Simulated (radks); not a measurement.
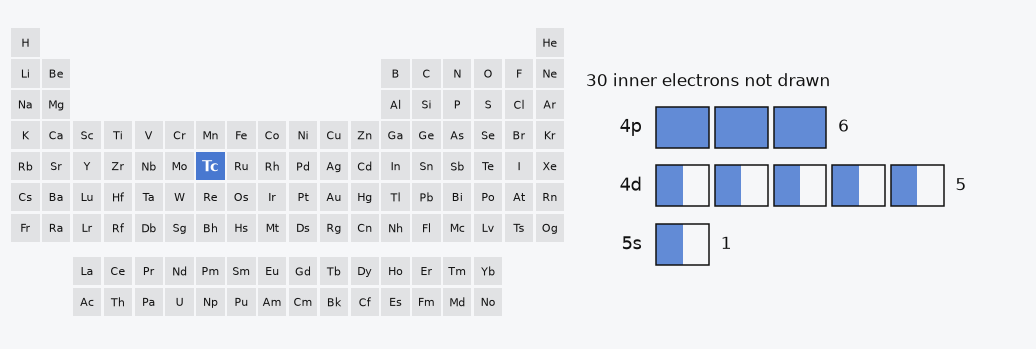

Fig. 1: Left, the place of technetium in the periodic table; right, the outer shells as the input fills them: a box for each of the 2l + 1 orbitals, shaded by the share of the shell that is filled, with the electron count at the right.

## Tc⁺: atomic calculation

The Tc⁺ ion in the configuration [Kr] 4d5 5s1 (high spin). Computed at this level: scalar-relativistic Kohn-Sham, LDA (Slater exchange, Perdew-Wang correlation), spin-polarised, spherical densities, finite nucleus (the in-house radial solver radks).

## The input
```
Z 43
configuration [Kr] 4d5 5s1
relativity scalar-relativistic
functional lda,pw
spin polarised
nucleus finite rms 4.4112 fm
c 137.035999084
mixing 0.01
max_iterations 68
```

Energies in input and log are in hartree, lengths in bohr (the nuclear radius in fm).

Hardware: 1 thread of Arm Neoverse N1, 69 GiB of memory available, shared host.

Launched within a batch (the task file carries these settings):
```bash
python <driver script> task.json out
```

## Log
```
1s      1   1.0000        -766.10389946
2s      1   1.0000        -109.56068590
2p      1   3.0000         -98.15587249
3s      1   1.0000         -19.28305375
3p      1   3.0000         -15.54055140
3d      1   5.0000          -9.46452784
4s      1   1.0000          -3.01134781
4p      1   3.0000          -1.98648508
4d      1   5.0000          -0.56585337
5s      1   1.0000          -0.45683553
1s      2   1.0000        -766.10278388
2s      2   1.0000        -109.53744486
2p      2   3.0000         -98.13760856
3s      2   1.0000         -19.26585335
3p      2   3.0000         -15.52186452
3d      2   5.0000          -9.43981655
4s      2   1.0000          -2.89850976
4p      2   3.0000          -1.86598715
4d      2   0.0000          -0.43876250
5s      2   0.0000          -0.36717399
Etot -4281.060572310653
Ekin 4419.150331041198
Encl -10310.584889082274
Eh 1734.2088807629348
Exc -123.83489503251107
err 2.3055877007253147e-10
it 21
```

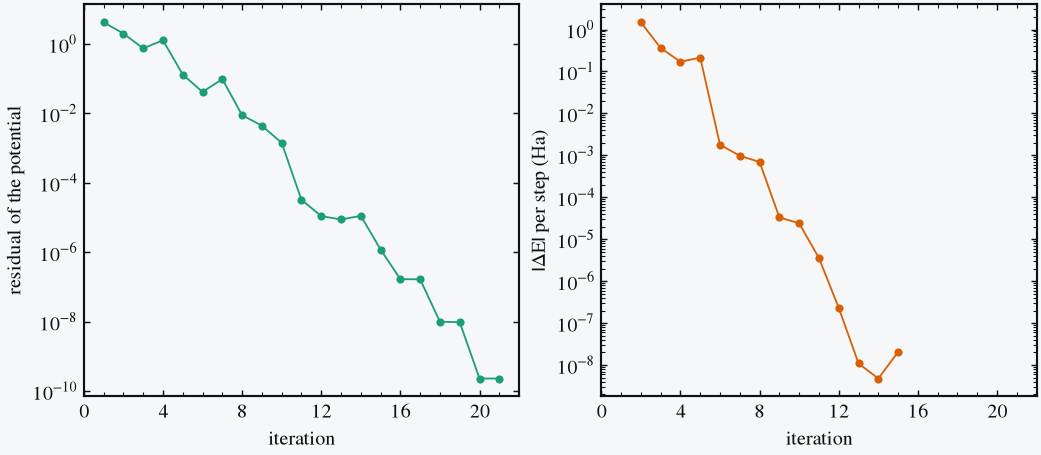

Fig. 2: Convergence: residual of the potential and change of the energy from step to step (the smallest changes aren't drawn) against the iteration. The residual comes down, with one marked jump up, by a factor of about 2, at step 7. It goes from 4.2 to 2.3×10⁻¹⁰ in 21 steps.

## Outcome

```
                       quantity                value
                        outcome            converged
                   total energy   −4281.0606 hartree
                 kinetic energy    4419.1503 hartree
        electron–nucleus energy  −10310.5849 hartree
                 Hartree energy    1734.2089 hartree
    exchange–correlation energy  −123.834895 hartree
radius at density 0.001 e/bohr³            4.16 bohr
                 SCF iterations                   21
```

## What is odd here

A numerical setting was moved from its usual value: mixing factor beta = 0.01. The program ran to the end, and its total energy equals that of the same run with the usual input (−4281.06057 hartree) within 10⁻⁵ hartree, so the oddity leaves no trace in it.
